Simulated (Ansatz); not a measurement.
## Electronic structure of C$_{4}$H$_{11}$Al···HCl in real space

| atom | x (Å) | y (Å) | z (Å) |
| --- | --- | --- | --- |
| Al | -0.0003 | 0.1214 | -0.0822 |
| H | -0.1189 | 0.1716 | 1.4881 |
| C | 1.8013 | 0.0768 | -0.8991 |
| H | 2.0825 | -0.9742 | -0.9943 |
| H | 1.7510 | 0.4410 | -1.9246 |
| C | 2.9167 | 0.8215 | -0.1428 |
| H | 3.8868 | 0.6774 | -0.6108 |
| H | 2.7328 | 1.8926 | -0.1113 |
| H | 3.0020 | 0.4821 | 0.8860 |
| C | -1.7026 | 0.0910 | -1.0965 |
| H | -2.2694 | -0.7799 | -0.7631 |
| H | -2.3045 | 0.9443 | -0.7786 |
| C | -1.5993 | 0.0772 | -2.6310 |
| H | -2.5774 | 0.0231 | -3.1012 |
| H | -1.1100 | 0.9714 | -3.0072 |
| H | -1.0238 | -0.7731 | -2.9850 |
| Cl | 0.0540 | -2.8307 | 1.6699 |
| H | -0.0507 | -1.5875 | 2.1089 |

Not at a stationary point (largest force 1.6 eV/Å).

Computed with RHF/6-31G* in Ansatz 0.2.0.

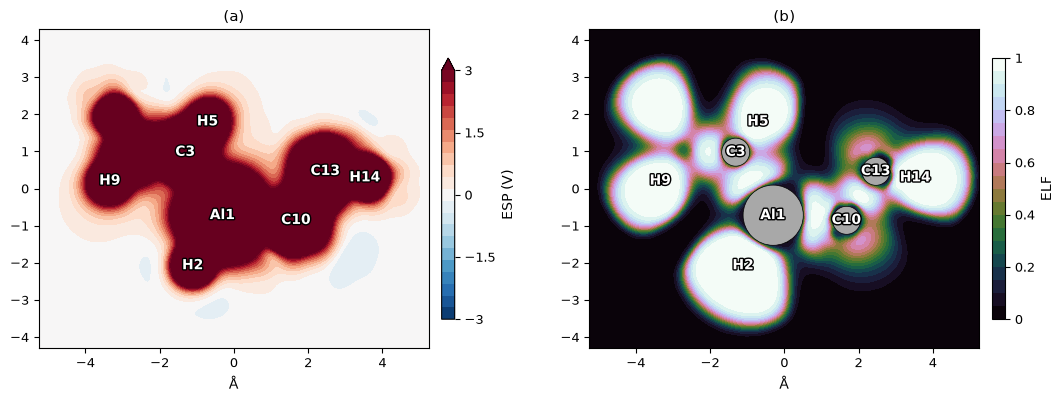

Figure 1. (a) molecular electrostatic potential; (b) electron localisation function on the plane of atoms C10, C13 and H14. Grey discs cover the atomic cores in the ELF map.

Q: What does the map show?

A:
- The section cuts through Al, H and C sites.
- C–C (1.54 Å): the ELF peaks at about 1 between the atoms, as expected for a shared electron pair.
- C–Al (1.98 Å): the ELF peaks at about 1 between the atoms; a polar covalent bond.
- C–H (1.09 Å): the ELF climbs to about 1 towards the hydrogen, as it does in any bond to H (a covalent bond by its length).
- Al–H (1.58 Å): the ELF climbs to about 1 towards the hydrogen.
- Outside the dense part of the complex the potential is most negative (−0.3 V) near C10.

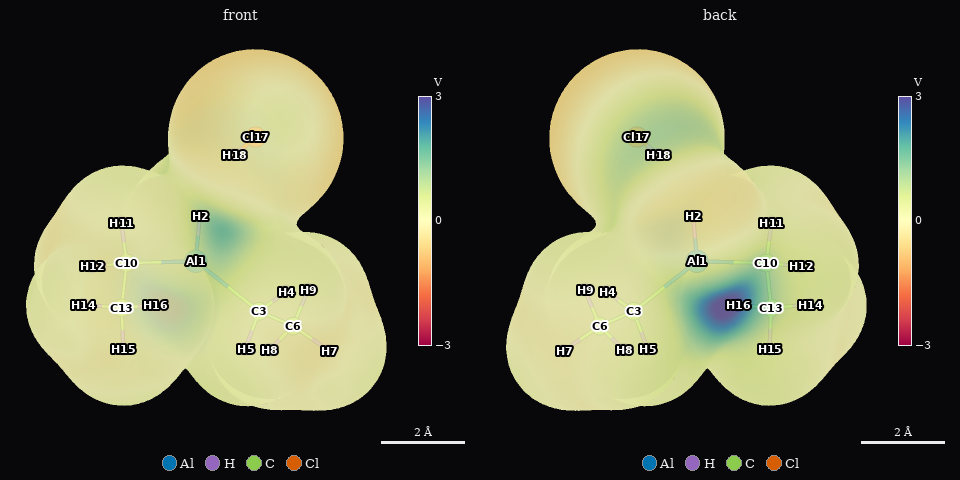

Figure 2. The electrostatic potential painted on the density surface at 0.001 e/bohr³, seen from the front and from behind; the colour scale runs from red (negative) to blue (positive).

Q: Describe the electrostatic potential map.

A: The most negative region (about −0.6 V, or −14 kcal/mol for a unit charge) lies over Cl17, the most positive (about +2.8 V, or +65 kcal/mol for a unit charge) over Al1.

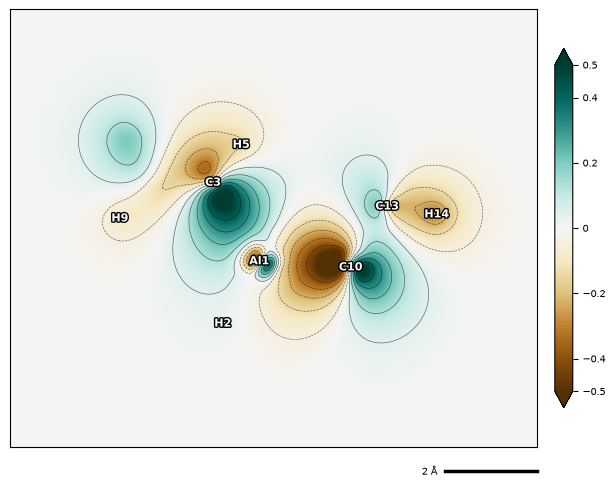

Figure 3. The HOMO on the plane of atoms C10, C13 and H14 (values in Å⁻³ᐟ²; the overall sign is arbitrary).

Q: What is the character of this orbital?

A: Its weight (Hirshfeld) is mainly on C10 (about 25 %), C3 (about 25 %) and Al1 (about 20 %). Its energy is −10.14 eV.
